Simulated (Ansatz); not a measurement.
# Run report: SiHBr$_{2}$F, molecular dynamics (part 2 of 2)

SiHBr$_{2}$F, SMILES F[SiH](Br)Br; RKS BLYP-d4/def2-SVP (Ansatz 0.2.0). The geometry comes from this level: PBE0-D4/def2-TZVP.

Geometry of the input (Å):
```
F  -0.7187  0.1347  1.4570
Si 0.0073  0.1194  0.0502
Br 1.7258  -1.2327  0.1766
Br -1.4218  -0.5768  -1.4568
H  0.4573  1.4817  -0.2683
```

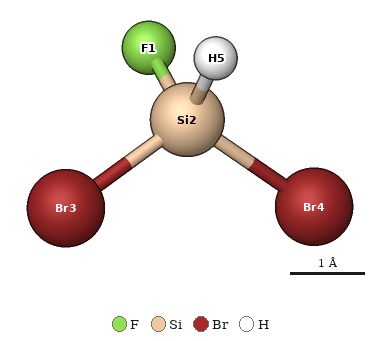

Figure 1. The geometry at step 18 of the log (ball-and-stick view, seen at a tilt; atoms are numbered from 1 in the order of the input).

## Trajectory as extended XYZ, continued
```
5
Properties=species:S:1:pos:R:3:forces:R:3 step=5 time_fs=2.5 energy=-150686.97849 temperature=639.5
F    -0.7092    0.1368    1.4530   -1.0153   0.0380   1.9042
Si    0.0107    0.1017    0.0539    0.8544   0.9381  -1.5851
Br    1.7312   -1.2298    0.1820    0.6944  -0.6297   0.0467
Br   -1.4315   -0.5739   -1.4626   -0.3620  -0.1717  -0.3839
H     0.5169    1.4776   -0.2671   -0.1714  -0.1747   0.0181
5
Properties=species:S:1:pos:R:3:forces:R:3 step=6 time_fs=3.0 energy=-150686.97328 temperature=626.1
F    -0.7076    0.1372    1.4529   -1.0315   0.0384   1.9236
Si    0.0117    0.0984    0.0543    0.8738   1.0382  -1.6435
Br    1.7324   -1.2293    0.1830    0.7169  -0.6664   0.0485
Br   -1.4335   -0.5733   -1.4638   -0.3397  -0.1631  -0.3597
H     0.5281    1.4764   -0.2669   -0.2195  -0.2471   0.0311
5
Properties=species:S:1:pos:R:3:forces:R:3 step=7 time_fs=3.5 energy=-150686.96858 temperature=614.0
F    -0.7062    0.1377    1.4531   -1.0389   0.0383   1.9263
Si    0.0126    0.0952    0.0545    0.8795   1.1245  -1.6817
Br    1.7335   -1.2288    0.1841    0.7391  -0.7024   0.0503
Br   -1.4355   -0.5728   -1.4650   -0.3172  -0.1548  -0.3357
H     0.5387    1.4746   -0.2666   -0.2626  -0.3056   0.0408
5
Properties=species:S:1:pos:R:3:forces:R:3 step=8 time_fs=4.0 energy=-150686.96470 temperature=604.1
F    -0.7050    0.1381    1.4535   -1.0374   0.0376   1.9122
Si    0.0137    0.0920    0.0546    0.8707   1.1955  -1.6992
Br    1.7347   -1.2283    0.1852    0.7610  -0.7377   0.0519
Br   -1.4374   -0.5722   -1.4662   -0.2947  -0.1467  -0.3117
H     0.5488    1.4720   -0.2662   -0.2996  -0.3487   0.0469
5
Properties=species:S:1:pos:R:3:forces:R:3 step=9 time_fs=4.5 energy=-150686.96191 temperature=597.0
F    -0.7038    0.1386    1.4541   -1.0271   0.0362   1.8814
Si    0.0148    0.0890    0.0546    0.8467   1.2503  -1.6959
Br    1.7359   -1.2278    0.1863    0.7826  -0.7721   0.0535
Br   -1.4394   -0.5717   -1.4674   -0.2722  -0.1389  -0.2880
H     0.5581    1.4687   -0.2658   -0.3300  -0.3754   0.0490
5
Properties=species:S:1:pos:R:3:forces:R:3 step=10 time_fs=5.0 energy=-150686.96037 temperature=593.0
F    -0.7028    0.1390    1.4550   -1.0083   0.0339   1.8345
Si    0.0160    0.0861    0.0544    0.8073   1.2884  -1.6721
Br    1.7372   -1.2274    0.1874    0.8036  -0.8056   0.0551
Br   -1.4415   -0.5711   -1.4687   -0.2496  -0.1314  -0.2645
H     0.5666    1.4644   -0.2652   -0.3530  -0.3852   0.0471
5
Properties=species:S:1:pos:R:3:forces:R:3 step=11 time_fs=5.5 energy=-150686.96011 temperature=592.4
F    -0.7019    0.1395    1.4561   -0.9813   0.0306   1.7721
Si    0.0173    0.0833    0.0540    0.7525   1.3096  -1.6284
Br    1.7384   -1.2270    0.1885    0.8241  -0.8380   0.0565
Br   -1.4435   -0.5706   -1.4699   -0.2270  -0.1242  -0.2413
H     0.5743    1.4592   -0.2644   -0.3684  -0.3779   0.0412
5
Properties=species:S:1:pos:R:3:forces:R:3 step=12 time_fs=6.0 energy=-150686.96108 temperature=594.9
F    -0.7012    0.1399    1.4574   -0.9466   0.0264   1.6951
Si    0.0186    0.0805    0.0535    0.6829   1.3140  -1.5659
Br    1.7397   -1.2266    0.1896    0.8439  -0.8693   0.0579
Br   -1.4455   -0.5701   -1.4712   -0.2044  -0.1174  -0.2183
H     0.5811    1.4531   -0.2636   -0.3758  -0.3537   0.0312
5
Properties=species:S:1:pos:R:3:forces:R:3 step=13 time_fs=6.5 energy=-150686.96308 temperature=600.0
F    -0.7006    0.1404    1.4590   -0.9049   0.0211   1.6048
Si    0.0200    0.0780    0.0529    0.5989   1.3019  -1.4857
Br    1.7410   -1.2263    0.1907    0.8631  -0.8994   0.0591
Br   -1.4475   -0.5695   -1.4724   -0.1818  -0.1108  -0.1956
H     0.5870    1.4462   -0.2627   -0.3752  -0.3128   0.0175
5
Properties=species:S:1:pos:R:3:forces:R:3 step=14 time_fs=7.0 energy=-150686.96581 temperature=607.0
F    -0.7000    0.1409    1.4607   -0.8567   0.0149   1.5025
Si    0.0215    0.0755    0.0522    0.5014   1.2739  -1.3895
Br    1.7424   -1.2259    0.1918    0.8813  -0.9280   0.0603
Br   -1.4496   -0.5690   -1.4737   -0.1594  -0.1047  -0.1733
H     0.5920    1.4385   -0.2618   -0.3667  -0.2562   0.0001
5
Properties=species:S:1:pos:R:3:forces:R:3 step=15 time_fs=7.5 energy=-150686.96892 temperature=615.0
F    -0.6996    0.1413    1.4627   -0.8029   0.0078   1.3896
Si    0.0230    0.0731    0.0513    0.3917   1.2311  -1.2791
Br    1.7437   -1.2256    0.1928    0.8986  -0.9552   0.0613
Br   -1.4516   -0.5685   -1.4749   -0.1370  -0.0988  -0.1512
H     0.5962    1.4302   -0.2609   -0.3504  -0.1849  -0.0206
5
Properties=species:S:1:pos:R:3:forces:R:3 step=16 time_fs=8.0 energy=-150686.97201 temperature=623.0
F    -0.6993    0.1418    1.4648   -0.7441  -0.0002   1.2677
Si    0.0245    0.0708    0.0503    0.2712   1.1750  -1.1563
Br    1.7451   -1.2253    0.1939    0.9149  -0.9807   0.0622
Br   -1.4536   -0.5680   -1.4762   -0.1148  -0.0933  -0.1295
H     0.5995    1.4214   -0.2600   -0.3272  -0.1008  -0.0441
5
Properties=species:S:1:pos:R:3:forces:R:3 step=17 time_fs=8.5 energy=-150686.97472 temperature=630.0
F    -0.6991    0.1423    1.4671   -0.6813  -0.0090   1.1383
Si    0.0260    0.0687    0.0493    0.1418   1.1076  -1.0234
Br    1.7466   -1.2251    0.1950    0.9299  -1.0044   0.0630
Br   -1.4557   -0.5674   -1.4775   -0.0927  -0.0882  -0.1081
H     0.6020    1.4124   -0.2592   -0.2976  -0.0061  -0.0697
5
Properties=species:S:1:pos:R:3:forces:R:3 step=18 time_fs=9.0 energy=-150686.97673 temperature=635.2
F    -0.6990    0.1427    1.4695   -0.6153  -0.0184   1.0032
Si    0.0276    0.0666    0.0481    0.0056   1.0319  -0.8828
Br    1.7480   -1.2249    0.1962    0.9436  -1.0260   0.0636
Br   -1.4577   -0.5669   -1.4788   -0.0709  -0.0835  -0.0872
H     0.6038    1.4034   -0.2586   -0.2631   0.0961  -0.0969
5
Properties=species:S:1:pos:R:3:forces:R:3 step=19 time_fs=9.5 energy=-150686.97783 temperature=638.1
F    -0.6989    0.1432    1.4720   -0.5467  -0.0283   0.8639
Si    0.0292    0.0646    0.0469   -0.1346   0.9512  -0.7369
Br    1.7495   -1.2247    0.1973    0.9558  -1.0456   0.0640
Br   -1.4598   -0.5664   -1.4800   -0.0493  -0.0793  -0.0665
H     0.6049    1.3947   -0.2582   -0.2252   0.2020  -0.1245
5
Properties=species:S:1:pos:R:3:forces:R:3 step=20 time_fs=10.0 energy=-150686.97797 temperature=638.5
F    -0.6989    0.1437    1.4747   -0.4765  -0.0387   0.7219
Si    0.0307    0.0627    0.0456   -0.2760   0.8699  -0.5884
Br    1.7510   -1.2245    0.1984    0.9664  -1.0628   0.0643
Br   -1.4619   -0.5659   -1.4813   -0.0280  -0.0754  -0.0463
H     0.6056    1.3864   -0.2582   -0.1859   0.3070  -0.1515
5
Properties=species:S:1:pos:R:3:forces:R:3 step=21 time_fs=10.5 energy=-150686.97722 temperature=636.7
F    -0.6990    0.1441    1.4774   -0.4052  -0.0493   0.5786
Si    0.0322    0.0609    0.0442   -0.4155   0.7929  -0.4398
Br    1.7525   -1.2244    0.1995    0.9753  -1.0776   0.0644
Br   -1.4639   -0.5654   -1.4826   -0.0071  -0.0721  -0.0265
H     0.6058    1.3788   -0.2584   -0.1474   0.4060  -0.1766
5
Properties=species:S:1:pos:R:3:forces:R:3 step=22 time_fs=11.0 energy=-150686.97581 temperature=633.2
F    -0.6992    0.1446    1.4803   -0.3337  -0.0600   0.4353
Si    0.0337    0.0591    0.0428   -0.5499   0.7252  -0.2938
Br    1.7541   -1.2243    0.2006    0.9823  -1.0898   0.0643
Br   -1.4660   -0.5649   -1.4839    0.0134  -0.0692  -0.0071
H     0.6056    1.3722   -0.2592   -0.1120   0.4938  -0.1987
5
Properties=species:S:1:pos:R:3:forces:R:3 step=23 time_fs=11.5 energy=-150686.97405 temperature=628.8
F    -0.6993    0.1450    1.4831   -0.2626  -0.0708   0.2934
Si    0.0352    0.0574    0.0414   -0.6760   0.6718  -0.1528
Br    1.7557   -1.2243    0.2017    0.9873  -1.0993   0.0639
Br   -1.4680   -0.5644   -1.4852    0.0335  -0.0668   0.0118
H     0.6052    1.3668   -0.2603   -0.0822   0.5651  -0.2163
5
Properties=species:S:1:pos:R:3:forces:R:3 step=24 time_fs=12.0 energy=-150686.97229 temperature=624.3
F    -0.6995    0.1454    1.4861   -0.1923  -0.0816   0.1537
Si    0.0366    0.0558    0.0400   -0.7911   0.6371  -0.0189
Br    1.7573   -1.2243    0.2028    0.9901  -1.1060   0.0633
Br   -1.4701   -0.5639   -1.4865    0.0531  -0.0649   0.0304
H     0.6045    1.3628   -0.2620   -0.0598   0.6154  -0.2285
5
Properties=species:S:1:pos:R:3:forces:R:3 step=25 time_fs=12.5 energy=-150686.97082 temperature=620.7
F    -0.6998    0.1459    1.4890   -0.1235  -0.0922   0.0174
Si    0.0379    0.0542    0.0385   -0.8930   0.6244   0.1060
Br    1.7590   -1.2243    0.2039    0.9908  -1.1097   0.0624
Br   -1.4721   -0.5634   -1.4877    0.0721  -0.0636   0.0485
H     0.6038    1.3602   -0.2643   -0.0464   0.6412  -0.2344
5
Properties=species:S:1:pos:R:3:forces:R:3 step=26 time_fs=13.0 energy=-150686.96984 temperature=618.2
F    -0.7000    0.1463    1.4919   -0.0565  -0.1026  -0.1148
Si    0.0391    0.0527    0.0371   -0.9806   0.6354   0.2207
Br    1.7607   -1.2243    0.2050    0.9891  -1.1106   0.0613
Br   -1.4742   -0.5629   -1.4890    0.0907  -0.0628   0.0662
H     0.6029    1.3592   -0.2671   -0.0428   0.6405  -0.2335
5
Properties=species:S:1:pos:R:3:forces:R:3 step=27 time_fs=13.5 energy=-150686.96939 temperature=617.1
F    -0.7003    0.1467    1.4949    0.0082  -0.1127  -0.2422
Si    0.0403    0.0512    0.0357   -1.0531   0.6704   0.3244
Br    1.7624   -1.2244    0.2062    0.9851  -1.1086   0.0598
Br   -1.4762   -0.5624   -1.4903    0.1087  -0.0624   0.0835
H     0.6019    1.3597   -0.2705   -0.0489   0.6133  -0.2256
5
Properties=species:S:1:pos:R:3:forces:R:3 step=28 time_fs=14.0 energy=-150686.96938 temperature=617.2
F    -0.7005    0.1471    1.4978    0.0704  -0.1224  -0.3642
Si    0.0413    0.0498    0.0343   -1.1112   0.7276   0.4167
Br    1.7641   -1.2245    0.2073    0.9787  -1.1036   0.0581
Br   -1.4783   -0.5619   -1.4916    0.1262  -0.0626   0.1004
H     0.6008    1.3616   -0.2744   -0.0640   0.5610  -0.2110
5
Properties=species:S:1:pos:R:3:forces:R:3 step=29 time_fs=14.5 energy=-150686.96957 temperature=617.7
F    -0.7008    0.1474    1.5006    0.1297  -0.1318  -0.4803
Si    0.0423    0.0484    0.0330   -1.1559   0.8038   0.4979
Br    1.7659   -1.2246    0.2084    0.9698  -1.0957   0.0560
Br   -1.4803   -0.5614   -1.4929    0.1431  -0.0632   0.1170
H     0.5995    1.3649   -0.2788   -0.0867   0.4869  -0.1905
5
Properties=species:S:1:pos:R:3:forces:R:3 step=30 time_fs=15.0 energy=-150686.96966 temperature=618.0
F    -0.7010    0.1478    1.5034    0.1859  -0.1407  -0.5903
Si    0.0432    0.0471    0.0317   -1.1890   0.8946   0.5686
Br    1.7677   -1.2248    0.2095    0.9583  -1.0850   0.0535
Br   -1.4824   -0.5609   -1.4941    0.1595  -0.0643   0.1331
H     0.5980    1.3694   -0.2836   -0.1148   0.3953  -0.1650
```
